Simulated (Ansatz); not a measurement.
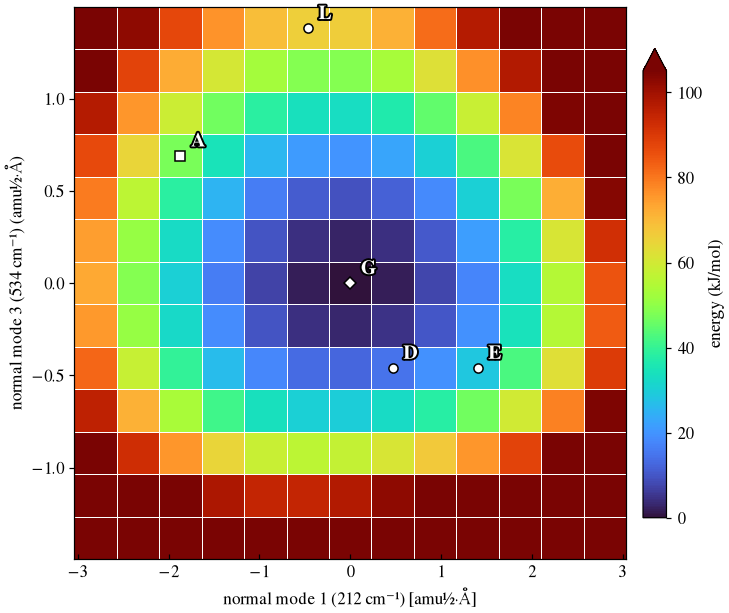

AlClFH, SMILES [F][AlH][Cl]. The first coordinate is: normal mode 1 (212 cm⁻¹); the second: normal mode 3 (534 cm⁻¹). Nothing is relaxed (straight displacements along the two mass-weighted modes). Grid: 13 × 13 points. Points are written as (first, second). All energies are given in kJ/mol relative to the lowest grid point. Method: RHF-MP2, frozen core/def2-TZVP (Ansatz 0.2.0).

Drawn: one coloured cell a grid point, one colour for all values above the top of the scale, lettered points.

Q: Is G the lowest point of the computed grid?

A: Yes. G, at (0.00 amu½·Å, 0.00 amu½·Å), has the lowest energy of the grid.

Q: Rank the lettered points by energy, lowest first.

A: G (0 kJ/mol), D (14 kJ/mol), E (29 kJ/mol), A (47 kJ/mol), L (66 kJ/mol).
